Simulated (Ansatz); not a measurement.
Pulling on the C1–H4 bond in dimethyl selenide (SMILES C[Se]C) (multiplicity 1 held, fragments rigid). Energies count from the point at 1.088 Å.
Geometry at that point (charge 0, multiplicity 1):
```xyz
9

C      1.441    -0.254     0.830
Se     0.014     0.122    -0.461
C     -1.488    -0.170     0.766
H      1.356    -1.275     1.197
H      2.385    -0.135     0.302
H      1.396     0.452     1.656
H     -1.478    -1.193     1.135
H     -2.400     0.003     0.198
H     -1.438     0.534     1.595
```

R- and RO- levels are restricted; in cc, def2 and unpolarised 6-31G sets they are followed outwards from rest. U- levels take the lowest unrestricted solution at each point, which mixes spins at long bonds. Active spaces are followed from a long bond inwards. Curves can end on different states.

Cores are frozen in the correlated methods. Filled d and f shells under p-block atoms count as core.

Codes used: Ansatz (Gaussian basis) for Hartree–Fock, density functionals and correlated methods. Values without a source in brackets are computed.

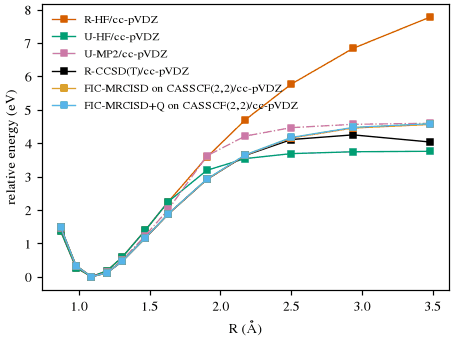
Fig. 1. Relative energy along the coordinate

Question: Read off the U-MP2/cc-pVDZ curve at R = 2.176.

Answer: about 4.2 eV

Doubts at one or more of the structures used: a restricted determinant that unrestricted orbitals would lower (R-HF/cc-pVDZ, R-CCSD(T)/cc-pVDZ); a spin-contaminated determinant (U-HF/cc-pVDZ, U-MP2/cc-pVDZ); other coupled-cluster roots lie near (R-CCSD(T)/cc-pVDZ); T1 above 0.05 (R-CCSD(T)/cc-pVDZ).

Ansatz is a program for electronic structure.
